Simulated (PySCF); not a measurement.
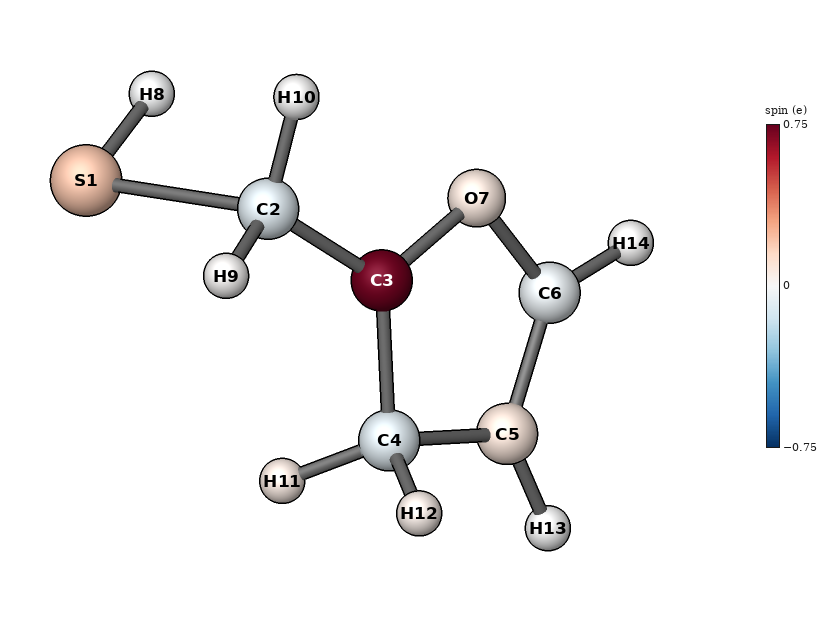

Atoms are coloured by their Mulliken spin populations. The species is neutral and a spin doublet. Computed geometry: GFN2-xTB optimisation. No frequency run is at hand to confirm it as a minimum. Method: UKS B3LYP, pcH-1 on C H O S, non-relativistic (PySCF 2.14.0).

> Which atom carries the largest spin population?

C3 (0.73 e).

> Which atom has the lowest spin population?

C2, C4 (−0.08 e); a negative value comes from spin polarisation.

List the Mulliken spin populations.

```csv
atom,value (e)
S1,0.20
C2,−0.08
C3,0.73
C4,−0.08
C5,0.08
C6,−0.04
O7,0.08
H8,−0.01
H9,0.01
H10,0.01
H11,0.06
H12,0.05
H13,0.00
H14,0.00
```

Mulliken values depend strongly on the basis set.
